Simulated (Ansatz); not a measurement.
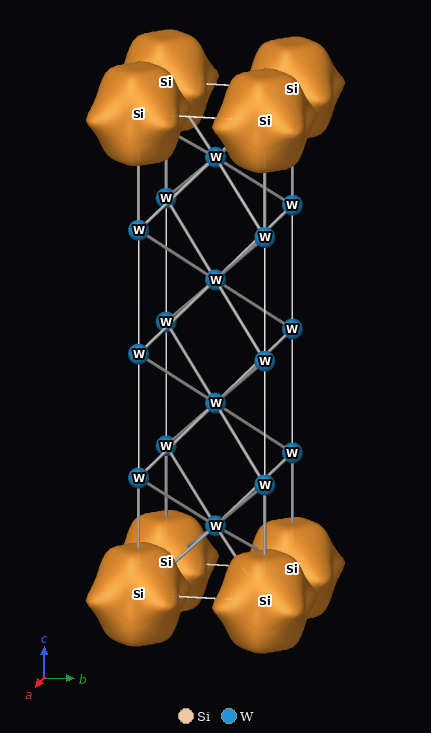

*SiW7. Isosurface of the electron localisation function at 0.55 (orange), seen slightly off an axis. Only the valence region is drawn (cores and ρ < 0.01 e/Å³ removed). Sticks mark near contacts.*

Space group P4/mmm; a generated structure, not necessarily the stable one.

These are results of DFT PBE, scalar-relativistic, plane waves, PAW in Ansatz 0.2.0, not measurements.

Core electrons are frozen (PAW), and the valence fields are smoothed inside the atomic spheres.

```yaml
crystal:
  lattice:
    - [3.19527, 0.00000, 0.00000]
    - [0.00000, 3.19527, 0.00000]
    - [0.00000, 0.00000, 12.28344]
  atoms:
    - { symbol: Si, position: [0.00000, 0.00000, 0.00000] }
    - { symbol: W, position: [0.00000, 0.00000, 0.24226] }
    - { symbol: W, position: [0.50000, 0.50000, 0.37171] }
    - { symbol: W, position: [0.50000, 0.50000, 0.88352] }
    - { symbol: W, position: [0.50000, 0.50000, 0.11648] }
    - { symbol: W, position: [0.00000, 0.00000, 0.75774] }
    - { symbol: W, position: [0.50000, 0.50000, 0.62829] }
    - { symbol: W, position: [0.00000, 0.00000, 0.50000] }
```

Where are the electrons localised?

Answer. The ELF exceeds this value in one region wrapped around Si (its valence shell), counted in one cell of 8 atoms. Regions shared between cells count once.

Values along the shortest contacts:
Si–W (2.67 Å): the ELF peaks at about 0.70 in the valence shell of Si, 0.9 Å from its nucleus, and is about 0.40 at the midpoint. W–W (2.74 Å): the ELF is about 0.40 at the midpoint.

What Bader charges does the calculation give?

Answer. Electrons move from W towards Si. Bader charges: Si −0.22 and W +0.03 e.
